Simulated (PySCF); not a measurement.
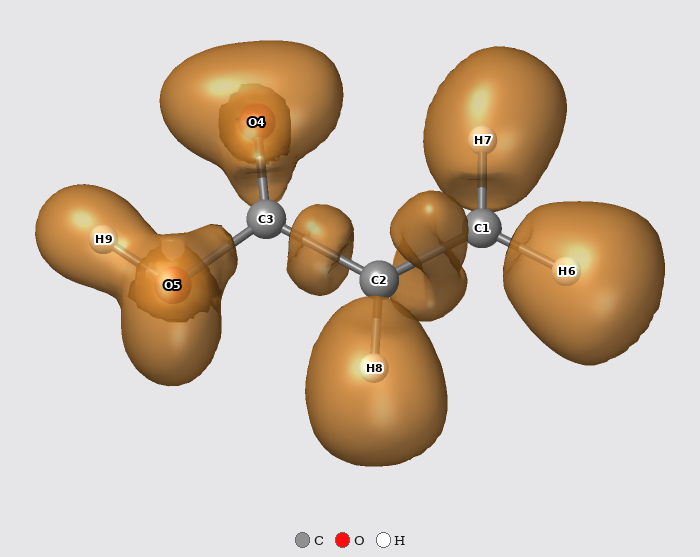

The picture shows: C$_{3}$H$_{4}$O$_{2}$ (SMILES C=CC(=O)O). Isosurface of the ELF at 0.75 (orange), seen at a tilt. Core shells and regions of very low density are left out.

Geometry: PBE0-D3(BJ)/def2-SVP.

These are results of B3LYP/pcSseg-2, SCF density, gas phase, non-relativistic (PySCF 2.14.0), not measurements.

```xyz
9

C    -1.5710   -0.2064    0.0592
C    -0.4365    0.3369   -0.3848
C     0.8606   -0.0406    0.2252
O     1.0070   -0.8182    1.1337
O     1.8861    0.5948   -0.3589
H    -2.5403    0.0542   -0.3717
H    -1.5401   -0.9338    0.8758
H    -0.4125    1.0666   -1.1978
H     2.6886    0.2940    0.0941
```

What do the ELF domains correspond to?

At this value the surface marks out two regions between bonded C–C atoms (shared pairs), three regions around hydrogen nuclei, one region on O in which the atom's valence shell and bonds are merged and one joined region spread over several atoms (H, O), in which their bonds and any lone pairs are merged. Along the contacts the grid gives the following. C–O (1.20 Å): the ELF peaks at about 0.85 between the atoms; a multiple bond. C–C (1.33 Å): the ELF peaks at about 0.95 between the atoms: a multiple bond.
